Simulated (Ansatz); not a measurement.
# AlClH₄OSi···H₂: what the fields show

```yaml
atoms:
  - { symbol: Si, position_ang: [-0.0097, -0.5519, -0.1171] }
  - { symbol: H, position_ang: [0.7601, 0.6628, 2.1240] }
  - { symbol: H, position_ang: [1.2222, 0.1251, -0.5881] }
  - { symbol: H, position_ang: [-1.1020, 0.3975, 0.2018] }
  - { symbol: Cl, position_ang: [-0.7314, -1.7066, -1.7892] }
  - { symbol: O, position_ang: [0.2096, -1.8080, 0.9333] }
  - { symbol: Al, position_ang: [-0.2747, -3.3702, 0.2454] }
  - { symbol: H, position_ang: [0.8837, -4.2951, -0.3094] }
  - { symbol: H, position_ang: [-1.7234, -3.8792, 0.6308] }
  - { symbol: H, position_ang: [0.7346, -0.0544, 2.1818] }
```

Not at a stationary point (largest force 1.8 eV/Å).

Method: Ansatz, RKS PBE0-D4/def2-SVP.

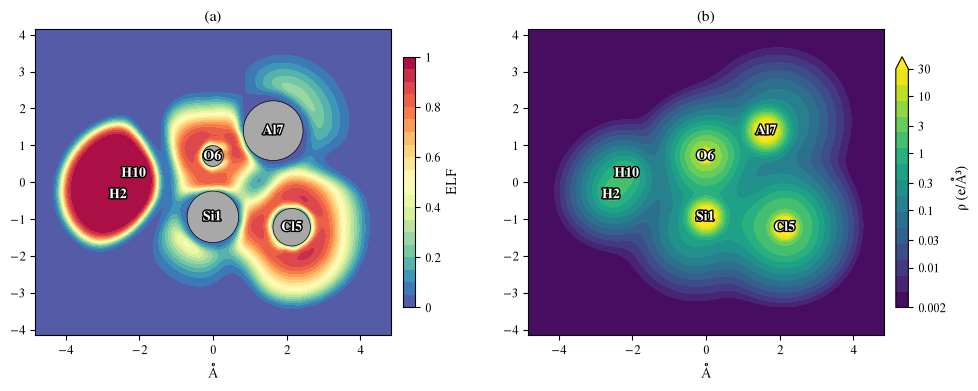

Figure 1. (a) ELF; (b) total electron density on the plane of atoms Cl5, Si1 and O6. Grey discs cover the atomic cores in the ELF map.

What does the map show?

Answer. Atoms in the plane: Si, H, Cl, O and Al.
Si1···H10 (2.47 Å): the density falls to about 0.11 e/Å³ on the way; the ELF climbs to about 1 towards the hydrogen, as it does in any bond to H.
Si–O (1.65 Å): ρ at the midpoint is about 1.1 e/Å³; the ELF peaks at about 0.85 between the atoms, as expected for a shared but strongly polarised pair.
Al–O (1.77 Å): ρ is about 0.72 e/Å³ halfway; the ELF peaks at about 0.85 in the valence shell of O, 0.6 Å from its nucleus, and is about 0.40 at the midpoint.
Si–Cl (2.16 Å): the density is about 0.71 e/Å³ at the midpoint; the ELF peaks at about 0.85 between the atoms: a polar covalent bond.
Al–Cl (2.67 Å): the density is about 0.23 e/Å³ at the midpoint, with its minimum of 0.15 e/Å³ about 1.0 Å from Al; the ELF peaks at about 0.85 in the valence shell of Cl, 0.8 Å from its nucleus, and is about 0.55 at the midpoint.
The ELF also peaks beside Cl5 and O6, away from the bonds: lone-pair regions.

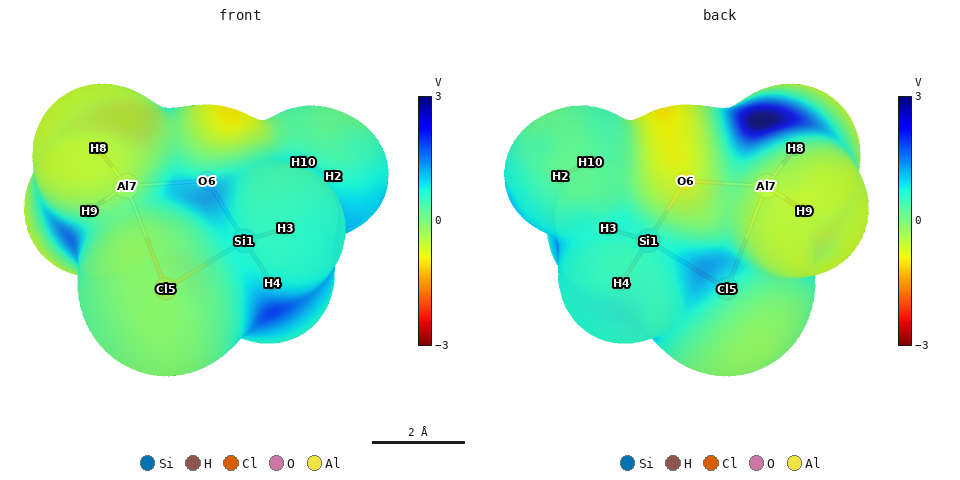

Figure 2. The molecular electrostatic potential painted on the density surface at 0.002 e/bohr³, seen from the front and from behind; red is negative and blue positive.

Describe the electrostatic potential map.

Answer. The most negative region (about −0.9 V, or −21 kcal/mol for a unit charge) lies over O6, the most positive (about +2.8 V, or +65 kcal/mol for a unit charge) over Al7.

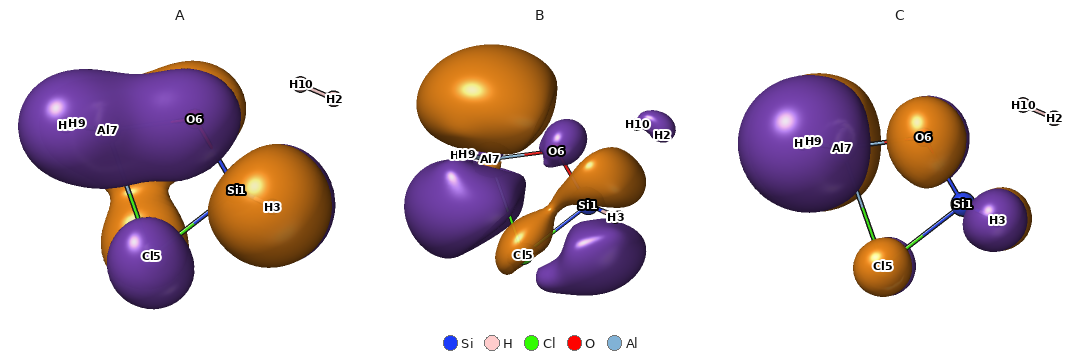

Figure 3. Three frontier orbitals at ±0.06 Å⁻³ᐟ² (orange and purple are the two phases), in no order.

Which picture is the HOMO−1, the HOMO and the LUMO?

Answer. A is the HOMO−1 (−9.46 eV). By Hirshfeld shares it lies mainly on O6 (about 25 %), Si1 (about 20 %), H3 (about 15 %), H4 (about 15 %), Al7 (about 10 %) and Cl5 (about 5 %). C is the HOMO (−8.04 eV). By Hirshfeld shares it lies mainly on Al7 (about 25 %), H9 (about 25 %), H8 (about 25 %) and O6 (about 10 %). B is the LUMO (−0.41 eV). It lies mainly on Al7 (about 60 %), Si1 (about 15 %) and Cl5 (about 10 %).

What is the HOMO–LUMO gap?

Answer. 7.63 eV between the orbital energies.
